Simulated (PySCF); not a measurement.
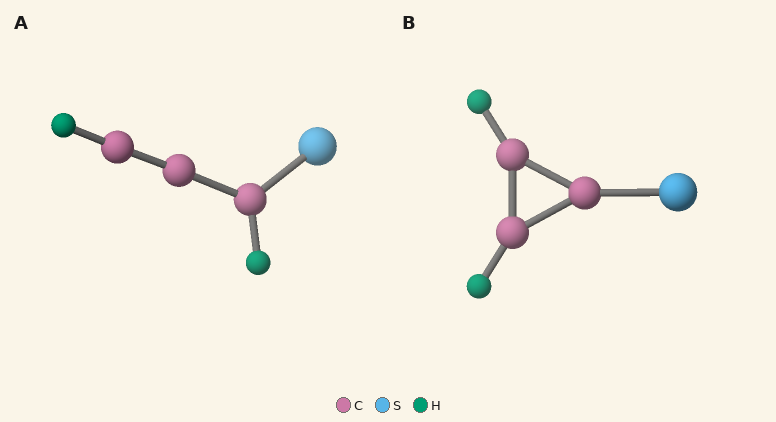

2 stationary structures of one formula. Geometries: PBE0-D3(BJ)/def2-TZVP. Electronic energies: PBE0/pcSseg-2 (PySCF 2.14.0), without zero-point energy. No frequency run is at hand to confirm each as a minimum.

How are they related?

They are constitutional isomers of C3H2S: A `C#CC=S`, B `S=c1cc1`.

Which structure is the most stable?

B is lowest (C2v); A lies 6.5 kJ/mol above it (Cs).
